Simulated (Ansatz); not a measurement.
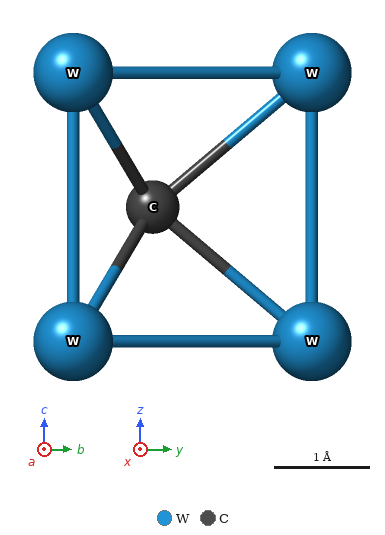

A crystal of WC (P-6m2): the ratio of the cell's length along z to its lengths across, counted as 1 for the reference, is changed at fixed volume (a c/a path), with the atoms kept at their fractional coordinates. x, y and z are the Cartesian axes of the input. The picture shows the reference cell. A ball-and-stick model of the cell of the calculation, seen along the a axis.

Level of theory: DFT PBEsol, scalar-relativistic, plane waves, PAW in Ansatz 0.2.0. Settings: plane-wave cutoff 420 eV; k-point mesh 21 × 21 × 18; occupations gaussian; smearing width 0.15 eV; no spin polarisation. Energies (free energies at the smearing named) are counted from the cell as listed in its source, which wasn't relaxed.

The input:
```yaml
crystal:
  lattice:
    - [2.900501436, 0.0, 0.0]
    - [-1.450250718, 2.5119079273, 0.0]
    - [0.0, 0.0, 2.829]
  atoms:
    - { symbol: W, position: [0.0, 0.0, 0.0] }
    - { symbol: C, position: [0.6666666667, 0.3333333333, 0.5] }
basis:
  ecutwfc: 420
kpoints:
  mp_grid: { grid: [21, 21, 18] }
hamiltonian:
  xc: pbesol
scf:
  occupations: { method: gaussian, width: 0.15 }
output:
  forces: true
  stress: true
  eigenvalues: true
```

Question: Predict the energy profile (the relative ratio: 0.80, 0.85, 0.92, 0.96, 1.00, 1.05, 1.10, 1.20, 1.30).

Answer:
```tsv
axial ratio over its reference value	E − E(ref) (meV/atom)
0.80	815
0.85	429
0.92	111
0.96	26
1.00	0
1.05	37
1.10	139
1.20	485
1.30	940
```

Of the computed points the lowest is at the relative ratio 1.00, 0 meV/atom. The end points stand at 815 meV/atom (0.80) and 940 meV/atom (1.30). The unrelaxed reference is under a pressure of −0.7 GPa. The distortion keeps the space group P-6m2. At the relative ratio 1.30 the cell of the drawing goes a 2.901 → 2.658 Å, b 2.901 → 2.658 Å, c 2.829 → 3.370 Å.
